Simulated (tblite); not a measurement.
**C4H8O4SSi: geometry relaxation (part 1 of 2)**

- system: C4H8O4SSi
- method: GFN2-xTB geometry optimisation, gas phase (tblite 0.8.0)

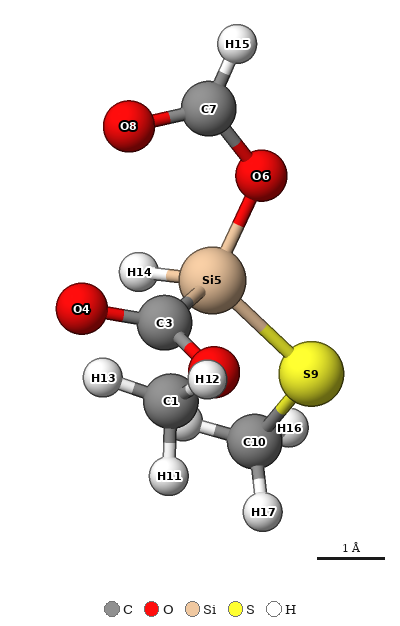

Figure 1. The structure as given in the input (ball-and-stick view, seen at an oblique angle; atoms are numbered from 1 in the order of the input).

## Summary

- outcome: converged
- total energy: −923.6792 eV
- hardware: 1 CPU thread, shared host
- peak memory: 0.2 GiB

## The input
```
{"job": {"xc": "GFN2-xTB", "basis": "xTB", "kind": "relax"}, "charge": 0, "multiplicity": 1}
C      2.886800     1.222000     0.033800
O      1.639600     0.753900     0.531600
C      0.853600     0.015900    -0.317900
O      1.283700    -0.158800    -1.515200
Si    -0.778100    -0.658800     0.205500
O     -0.674700    -2.236100     0.915200
C     -0.014400    -3.208800     0.174600
O      0.471000    -2.909200    -0.960900
S     -1.662400     0.689000     1.624600
C     -2.846600     1.696200     0.664500
H      2.800200     2.338000     0.018700
H      3.727100     0.900500     0.668900
H      3.082300     0.894300    -0.975800
H     -1.653400    -0.777900    -1.001200
H      0.066900    -4.181200     0.588600
H     -3.860600     1.458700     1.057400
H     -2.555700     2.749400     0.841400
H     -2.774100     1.419300    -0.411200
```

The first line tells a small driver script what to run in tblite; the rest is the geometry in Å.

Command:
```bash
OMP_NUM_THREADS=1 python <driver script> task.json out
```

## Output
```
step      E/eV     max force
  0    -922.38741    6.193
  1    -922.75511    6.938
  2    -923.12609    1.607
  3    -923.17252    0.750
  4    -923.20704    1.035
  5    -923.23225    1.193
  6    -923.26540    0.548
  7    -923.28011    0.337
  8    -923.29054    0.393
  9    -923.30582    0.602
 10    -923.32240    0.562
 11    -923.33955    0.325
 12    -923.35313    0.269
 13    -923.36385    0.229
 14    -923.37388    0.297
 15    -923.38323    0.281
 16    -923.39009    0.198
 17    -923.39486    0.184
 18    -923.39871    0.173
 19    -923.40282    0.245
 20    -923.40779    0.267
 21    -923.41351    0.191
 22    -923.41931    0.214
 23    -923.42436    0.192
 24    -923.42885    0.224
 25    -923.43348    0.226
 26    -923.43796    0.205
 27    -923.44208    0.217
 28    -923.44589    0.165
 29    -923.44940    0.196
 30    -923.45293    0.189
 31    -923.45688    0.191
 32    -923.46159    0.194
 33    -923.46757    0.216
 34    -923.47460    0.204
 35    -923.48062    0.208
 36    -923.48392    0.200
 37    -923.48338    0.439
 38    -923.48842    0.099
 39    -923.49030    0.078
 40    -923.49471    0.098
 41    -923.49638    0.146
 42    -923.49871    0.163
 43    -923.50215    0.201
 44    -923.50701    0.138
 45    -923.51023    0.135
 46    -923.51269    0.191
 47    -923.51462    0.160
 48    -923.51706    0.122
 49    -923.51984    0.142
 50    -923.52288    0.220
 51    -923.52676    0.275
 52    -923.53219    0.275
 53    -923.54004    0.269
 54    -923.55065    0.254
 55    -923.52650    1.840
 56    -923.56516    0.302
 57    -923.56959    0.137
 58    -923.57442    0.439
 59    -923.57639    0.169
 60    -923.57842    0.094
 61    -923.58091    0.102
 62    -923.58361    0.121
 63    -923.58629    0.164
 64    -923.59019    0.227
 65    -923.59460    0.203
 66    -923.59967    0.164
 67    -923.60354    0.291
 68    -923.60710    0.188
 69    -923.60936    0.163
 70    -923.61147    0.221
 71    -923.61412    0.234
 72    -923.61757    0.231
 73    -923.62174    0.200
 74    -923.62371    0.339
 75    -923.62491    0.345
 76    -923.62697    0.085
 77    -923.62782    0.057
 78    -923.62928    0.089
 79    -923.63045    0.076
 80    -923.63139    0.067
 81    -923.63227    0.063
 82    -923.63315    0.083
 83    -923.63412    0.081
 84    -923.63517    0.079
 85    -923.63620    0.066
 86    -923.63715    0.067
 87    -923.63811    0.078
 88    -923.63916    0.093
 89    -923.64034    0.096
 90    -923.64175    0.158
 91    -923.64342    0.129
 92    -923.64443    0.407
 93    -923.64634    0.076
 94    -923.64740    0.070
 95    -923.64828    0.076
 96    -923.64887    0.060
 97    -923.64951    0.047
 98    -923.64973    0.035
 99    -923.64992    0.030
100    -923.65007    0.030
101    -923.65021    0.036
102    -923.65034    0.038
103    -923.65052    0.037
104    -923.65081    0.047
105    -923.65124    0.061
106    -923.65194    0.074
107    -923.65287    0.084
108    -923.65394    0.089
109    -923.65518    0.093
110    -923.65625    0.200
111    -923.65663    0.152
112    -923.65808    0.075
113    -923.65873    0.117
114    -923.65933    0.088
115    -923.65958    0.090
116    -923.66001    0.040
117    -923.66035    0.043
118    -923.66065    0.044
119    -923.66097    0.041
120    -923.66128    0.038
121    -923.66159    0.050
122    -923.66188    0.048
123    -923.66225    0.050
124    -923.66251    0.049
125    -923.66295    0.061
126    -923.66336    0.061
127    -923.66390    0.062
128    -923.66463    0.075
129    -923.66570    0.080
130    -923.66689    0.078
131    -923.66758    0.098
132    -923.66819    0.053
133    -923.66853    0.045
134    -923.66917    0.052
135    -923.66944    0.053
136    -923.66986    0.047
137    -923.67023    0.046
138    -923.67095    0.051
139    -923.67193    0.074
140    -923.67303    0.081
141    -923.67384    0.070
142    -923.67160    0.243
143    -923.67465    0.045
144    -923.67490    0.041
145    -923.67549    0.036
146    -923.67565    0.045
147    -923.67604    0.046
148    -923.67631    0.061
149    -923.67665    0.059
150    -923.67692    0.040
151    -923.67717    0.039
152    -923.67738    0.035
153    -923.67757    0.032
154    -923.67770    0.028
155    -923.67781    0.024
156    -923.67792    0.026
157    -923.67801    0.028
158    -923.67809    0.020
159    -923.67817    0.020
160    -923.67824    0.017
161    -923.67832    0.022
162    -923.67837    0.017
163    -923.67841    0.012
164    -923.67845    0.010
165    -923.67847    0.013
166    -923.67850    0.014
167    -923.67851    0.012
168    -923.67853    0.012
169    -923.67855    0.009
170    -923.67856    0.009
171    -923.67857    0.005
172    -923.67857    0.007
173    -923.67858    0.006
174    -923.67858    0.007
175    -923.67859    0.008
176    -923.67860    0.006
177    -923.67860    0.006
178    -923.67861    0.008
179    -923.67862    0.008
180    -923.67864    0.011
181    -923.67866    0.013
182    -923.67868    0.013
183    -923.67871    0.010
184    -923.67873    0.011
185    -923.67874    0.012
186    -923.67876    0.010
187    -923.67877    0.008
188    -923.67877    0.005
189    -923.67878    0.005
190    -923.67878    0.005
191    -923.67879    0.006
192    -923.67879    0.005
193    -923.67880    0.006
194    -923.67880    0.006
195    -923.67881    0.006
196    -923.67881    0.005
197    -923.67882    0.004
198    -923.67882    0.005
199    -923.67882    0.006
200    -923.67883    0.006
201    -923.67883    0.005
202    -923.67883    0.005
203    -923.67884    0.005
204    -923.67884    0.004
205    -923.67884    0.005
206    -923.67885    0.005
207    -923.67885    0.005
208    -923.67885    0.004
209    -923.67885    0.005
210    -923.67886    0.005
211    -923.67886    0.004
212    -923.67886    0.004
213    -923.67886    0.004
214    -923.67887    0.003
215    -923.67887    0.002
216    -923.61429    1.368
217    -923.64929    1.365
218    -923.67205    0.280
219    -923.67630    0.202
220    -923.67793    0.197
221    -923.67857    0.100
222    -923.67890    0.041
223    -923.67904    0.022
224    -923.67907    0.017
225    -923.67910    0.015
226    -923.67911    0.012
227    -923.67913    0.009
228    -923.67914    0.009
229    -923.67914    0.008
230    -923.67915    0.008
231    -923.67915    0.006
232    -923.67916    0.006
233    -923.67916    0.004
234    -923.67916    0.005
235    -923.67917    0.006
236    -923.67917    0.006
237    -923.67917    0.005
238    -923.67917    0.004
239    -923.67918    0.003
240    -923.67918    0.003
```

## Trajectory as extended XYZ (Å, eV, eV/Å), 12 frames, from step=0 to step=240
```
18
Properties=species:S:1:pos:R:3:forces:R:3 step=0 energy=-922.38741
C     2.8868    1.2220    0.0338   -0.0040   1.1530   0.3140
O     1.6396    0.7539    0.5316   -0.8260  -1.1330  -0.5380
C     0.8536    0.0159   -0.3179    4.4900   0.7290  -4.2020
O     1.2837   -0.1588   -1.5152   -1.9810   0.4830   4.0580
Si   -0.7781   -0.6588    0.2055   -1.7310  -1.1960   0.1850
O    -0.6747   -2.2361    0.9152    1.2250  -0.9070  -1.5980
C    -0.0144   -3.2088    0.1746    0.8640   4.1620  -4.0220
O     0.4710   -2.9092   -0.9609   -2.0060  -1.4250   4.6520
S    -1.6624    0.6890    1.6246    0.1650  -0.4010   0.2800
C    -2.8466    1.6962    0.6645   -0.2670  -0.0940  -0.4740
H     2.8002    2.3380    0.0187    0.2860  -0.7200   0.1360
H     3.7271    0.9005    0.6689   -0.5370   0.1070   0.0440
H     3.0823    0.8943   -0.9758   -0.1740  -0.2810  -0.3360
H    -1.6534   -0.7779   -1.0012    0.4090   0.0190   0.5790
H     0.0669   -4.1812    0.5886   -0.1510  -0.5990   0.6530
H    -3.8606    1.4587    1.0574    0.7660   0.3890  -0.3520
H    -2.5557    2.7494    0.8414   -0.4120  -0.6700  -0.2200
H    -2.7741    1.4193   -0.4112   -0.1170   0.3850   0.8410
18
Properties=species:S:1:pos:R:3:forces:R:3 step=21 energy=-923.41351
C     2.8741    1.2156    0.0621    0.0190   0.0240   0.0180
O     1.6185    0.6352    0.4088   -0.0040  -0.0960  -0.0440
C     0.9003    0.0682   -0.5612   -0.0940   0.1140  -0.0910
O     1.2429   -0.0033   -1.7124    0.0130   0.0640   0.0250
Si   -0.7883   -0.6064    0.0931   -0.0530   0.0590   0.0790
O    -0.5204   -2.0579    0.8487   -0.1300  -0.0450   0.0620
C    -0.0149   -3.0912    0.2068    0.0660   0.0580   0.0260
O     0.4034   -3.0504   -0.9063   -0.0020  -0.1690  -0.0350
S    -1.7435    0.4541    1.6742   -0.0890   0.0630  -0.1570
C    -2.7929    1.6069    0.6975    0.0720  -0.0280   0.0460
H     2.7712    2.2980    0.1181    0.0230   0.0770  -0.0120
H     3.6177    0.8799    0.7807   -0.0020  -0.0540   0.0590
H     3.1619    0.9205   -0.9478   -0.0420  -0.0280  -0.0090
H    -1.7151   -0.7525   -1.0237    0.1010  -0.0770   0.0280
H    -0.0373   -3.9905    0.8446    0.0630   0.0110  -0.0320
H    -3.8233    1.4855    1.0205    0.0960  -0.0320   0.0110
H    -2.4666    2.6226    0.8952    0.0190  -0.0320  -0.0150
H    -2.6966    1.3720   -0.3563   -0.0560   0.0910   0.0420
18
Properties=species:S:1:pos:R:3:forces:R:3 step=43 energy=-923.50215
C     2.8058    1.1159    0.1205    0.0050  -0.0150  -0.0290
O     1.5453    0.4857    0.3417    0.0200   0.0600  -0.0300
C     0.7447    0.2762   -0.7036    0.0300   0.0510  -0.1210
O     0.9933    0.6108   -1.8350   -0.0340  -0.0100   0.1980
Si   -0.8294   -0.6629   -0.0977    0.0850  -0.1110  -0.0020
O    -0.3428   -1.9975    0.7561   -0.0670  -0.0390   0.0560
C     0.1020   -3.1544    0.3144    0.0240   0.0000  -0.0230
O     0.3308   -3.4229   -0.8231   -0.0160   0.0380  -0.0130
S    -1.8355    0.2965    1.5106   -0.0470  -0.0320   0.0300
C    -2.7249    1.6832    0.7143   -0.0150   0.0340  -0.0470
H     2.7150    2.2032    0.1905   -0.1160  -0.0680   0.0210
H     3.4738    0.7523    0.9000    0.0020  -0.0060  -0.0820
H     3.1688    0.8584   -0.8768    0.0550  -0.0220   0.0440
H    -1.6629   -1.0162   -1.2383   -0.0030   0.0370   0.0720
H     0.2314   -3.8670    1.1514    0.0150   0.1170  -0.0310
H    -3.7448    1.6592    1.0811   -0.0250  -0.0010   0.0120
H    -2.2628    2.6235    0.9971    0.0620  -0.0460  -0.0130
H    -2.7166    1.5621   -0.3606    0.0240   0.0150  -0.0420
18
Properties=species:S:1:pos:R:3:forces:R:3 step=65 energy=-923.59460
C     2.7320    0.9616    0.0874    0.0030  -0.0360   0.0150
O     1.5916    0.1276    0.2934   -0.0400   0.1570  -0.0140
C     0.5426    0.3329   -0.5078    0.1430   0.0210  -0.1430
O     0.5402    1.1301   -1.4141   -0.0470   0.0120   0.1550
Si   -0.9446   -0.7864   -0.0256    0.0440   0.0710   0.0490
O    -0.3392   -2.0501    0.8566   -0.0610   0.0580   0.0400
C     0.2807   -3.0815    0.3261    0.0010   0.0730   0.0150
O     0.3260   -3.3216   -0.8402    0.0780  -0.0530   0.0620
S    -2.2211    0.1426    1.4023    0.0470   0.0760  -0.0660
C    -2.6044    1.7489    0.5979   -0.0410  -0.0620   0.0180
H     2.4499    2.0139    0.1800   -0.0150  -0.0670  -0.0600
H     3.4549    0.7000    0.8554   -0.0300  -0.0530   0.0290
H     3.1552    0.7862   -0.9037   -0.0550   0.0240  -0.0050
H    -1.6417   -1.1731   -1.2386   -0.0620  -0.0320  -0.0130
H     0.7567   -3.6879    1.1164   -0.0550  -0.0390  -0.0870
H    -3.5930    2.0293    0.9525    0.1090   0.0400   0.0050
H    -1.8714    2.5007    0.8834   -0.0620  -0.1530   0.0080
H    -2.6232    1.6334   -0.4786    0.0420  -0.0380  -0.0090
```
